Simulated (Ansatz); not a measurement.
```xyz
3

O     0.1230    0.2325   -0.6777
H    -0.6926    0.0757   -1.1606
H     0.7733   -0.3703   -1.0476
```

Geometry: PBE0-D4/def2-TZVP.

Theory: RKS PBE0-D4/def2-TZVPPD in Ansatz 0.2.0.

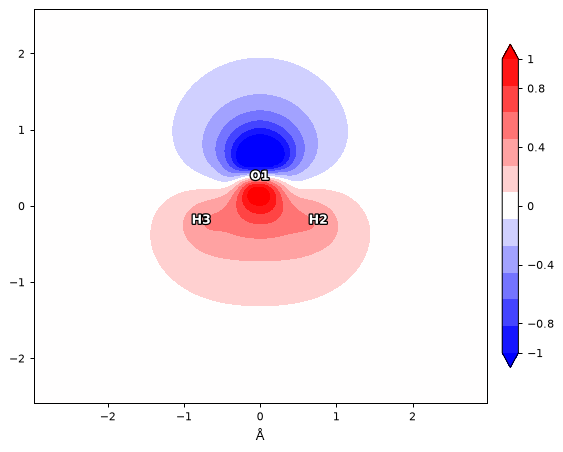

H2O. The HOMO−1 on the molecular plane (values in Å⁻³ᐟ²; the overall sign is arbitrary).

### Where does this orbital lie, and at what energy?

By Hirshfeld shares it lies mainly on O1 (about 85 %), H2 (about 10 %) and H3 (about 10 %); it is symmetric in the molecular plane (an in-plane orbital: σ, lone-pair or in-plane π type); largely a lone pair of O1. Its energy is −11.08 eV.
